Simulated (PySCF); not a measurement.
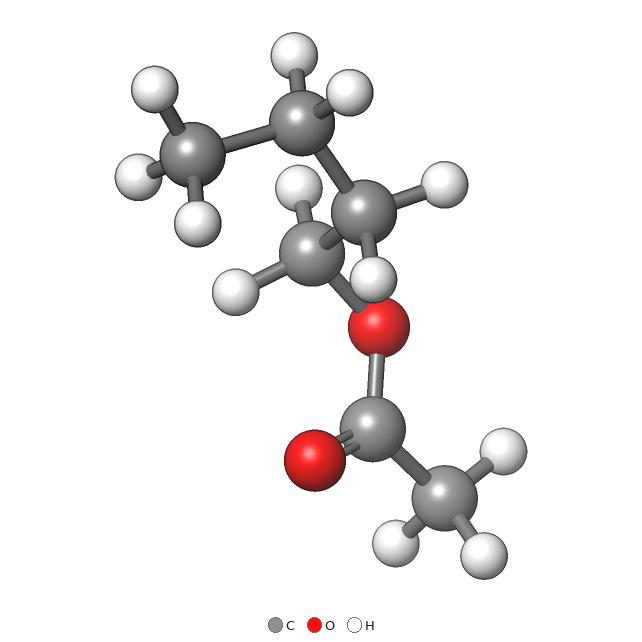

A ball-and-stick model of a molecule. Multiple sticks mark multiple bonds (one Kekulé form).

Computed geometry: PBE0-D3(BJ)/def2-SVP optimisation. No frequency run is at hand to confirm it as a minimum.

**Which formula does it have?**

C6H12O2, 20 atoms: 6 carbon, 12 hydrogen and 2 oxygen.

**Name functional groups in it.**

Among them: ester.

**Give a SMILES string for it.**

CCCCOC(C)=O

More results for the same structure follow; atom numbers are the same in all pictures, views and colours differ.

## Geometry

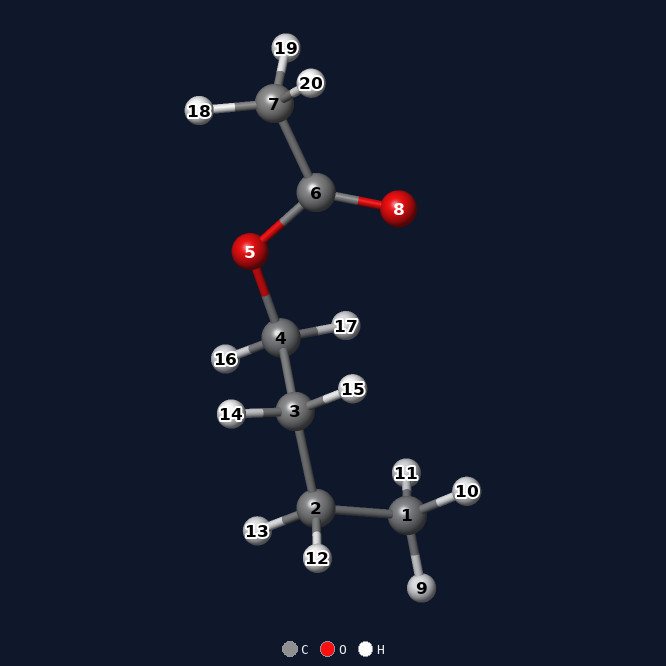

Numbered structure. No frequency run is at hand to confirm it as a minimum.

List the bonds and their lengths. Leave out bonds to hydrogen.

```tsv
bond	length (Å)	order
C1–C2	1.523	single
C2–C3	1.526	single
C3–C4	1.517	single
C4–O5	1.426	single
O5–C6	1.340	single
C6–C7	1.502	single
C6–O8	1.203	double
```

## Excitation

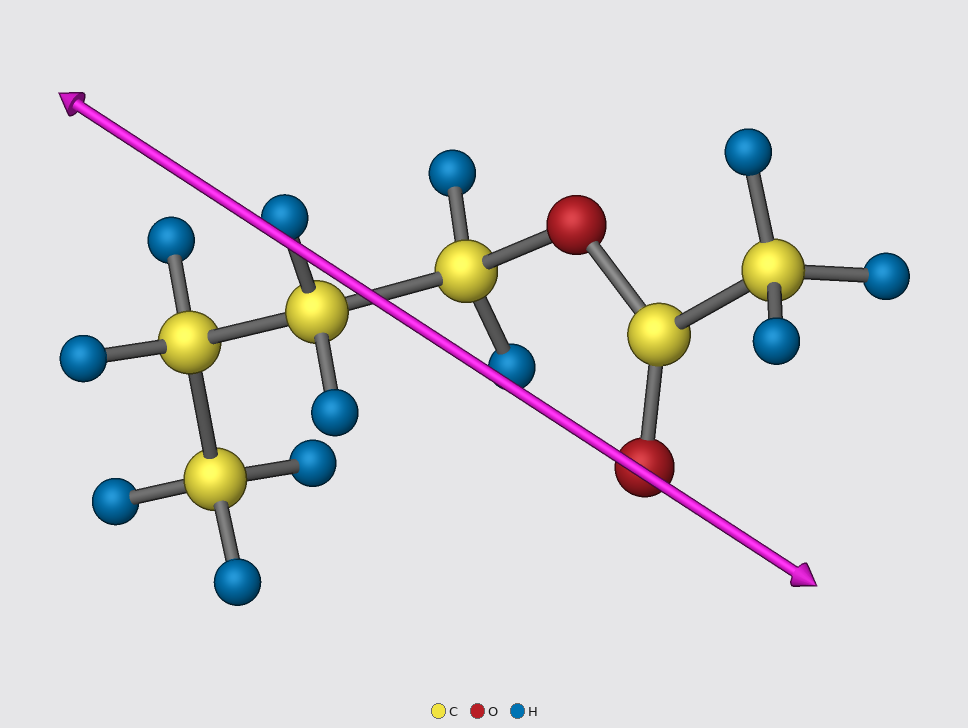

The double arrow shows the direction of the transition dipole to excited singlet state 2 (its length means nothing). No frequency run is at hand to confirm it as a minimum. Method: TDDFT PBE0/6-31G*, vertical, gas phase, core orbitals frozen in the response (PySCF 2.14.0).

**Where does the transition lie, and how strong is it?**

8.01 eV (155 nm), oscillator strength 0.11, mainly HOMO−1 → LUMO (weight 0.93); transition dipole 1.94 D.

## Quadrupole coupling

No frequency run is at hand to confirm it as a minimum. Electric field gradients from the ground-state density, PBE0/cc-pVDZ (PySCF 2.14.0), non-relativistic apart from any core potentials.

Give the largest field-gradient component, the quadrupole coupling constant and the asymmetry for 17O at O5 (Q = −25.6 mb), 17O at O8 (Q = −25.6 mb), 2H at H9 (Q = 2.86 mb), 2H at H10 (Q = 2.86 mb), 2H at H11 (Q = 2.86 mb), 2H at H12 (Q = 2.86 mb).

```csv
atom,V_zz (a.u.),e²qQ/h (MHz),η
O5,1.566,−9.42,0.37
O8,−1.513,9.10,0.05
H9,0.301,0.202,0.01
H10,0.298,0.200,0.02
H11,0.300,0.201,0.02
H12,0.294,0.197,0.02
```

## Polarisability

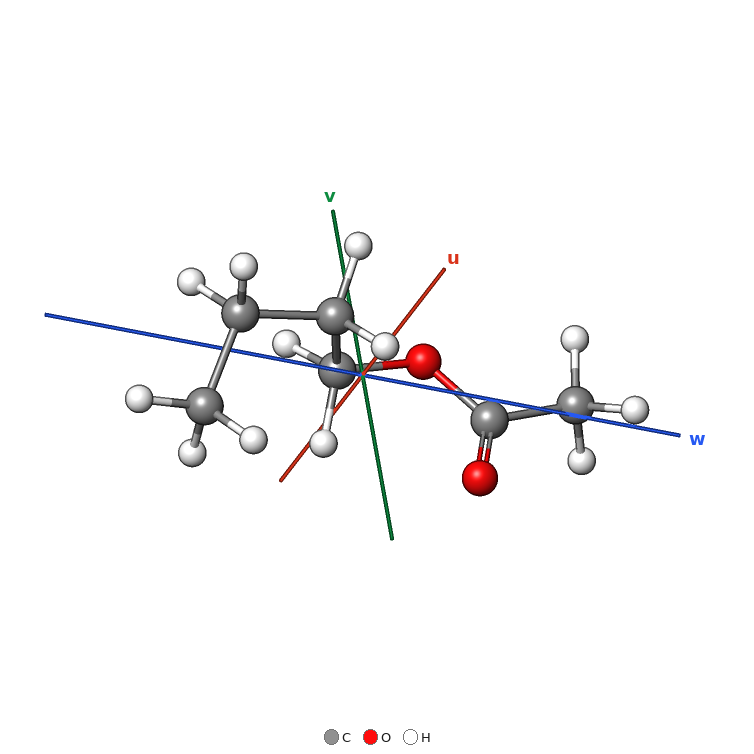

The lines u, v and w are the principal axes of the static dipole polarisability. No frequency run is at hand to confirm it as a minimum. Level of theory: PBE0/6-31G* (PySCF 2.14.0).

**Along which axis is the molecule most polarisable, and along which least?**

Most along w, least along u.

**Give the three principal values.**

u 57.1, v 65.4, w 83.9 bohr³; mean 68.8, anisotropy 23.8 bohr³.
